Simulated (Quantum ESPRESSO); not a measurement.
# Energy and gap at +3 % biaxial strain: 1T-SnO2, 1 layer

How the rows were computed: Quantum ESPRESSO 7.5 driven by ASE, PBE, GBRV ultrasoft, ESM (bc1); atomic heights clamped; cell area 9.020 Å² at zero strain.

```tsv
strain (%)	energy (meV a cell)	gap on the mesh (eV)
−3	125.32	3.214
−1.5	31.51	2.904
0	0.00	2.610
+1.5	22.99	2.333
```

**Question.** What are energy and gap at +3 %, and how stiff is the sheet?

**Worked estimate.** About zero, E'' = (31.51 + 22.99 − 2 × 0.00)/1.5² = 24.22 meV per %² and E' = (22.99 − 31.51)/3 = −2.84 meV per %. With E = A K ε², where K = (C11 + C22)/2 + C12 (C11 + C12 for a hexagonal sheet), K = 24.22 × 10/(2 × 9.020) × 16.02 = 215 N/m. The parabola gives E(+3 %) = 0.00 + 3 × (−2.84) + 4.5 × 24.22 = 100.5 meV. Continuing the last slope, the gap is 2 × 2.333 − 2.610 = 2.056 eV.

**The withheld run.** E = 93.5 meV and the gap 2.073 eV. The parabola misses by +6.9 meV, too high, since bonds soften under tension. The gap's line misses by −0.017 eV.

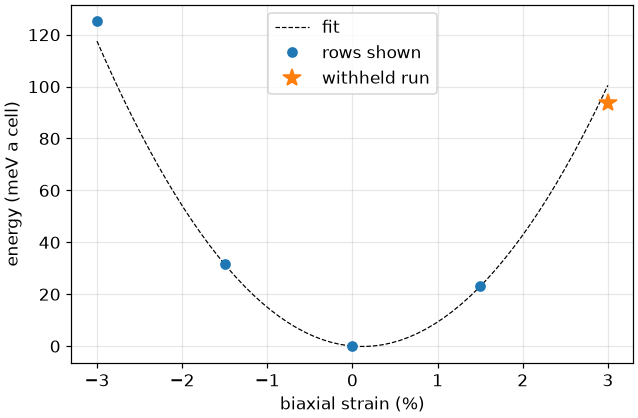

The rows shown, the fit and the withheld run.

Caveats: Clamped heights stiffen sheets with several planes. Semilocal gap, no spin-orbit coupling.

[Logs are printed without paths, hosts, clocks, repeated set-up lines and the standing remarks that a program may print on its own settings, such as how far it seeks lower states.]
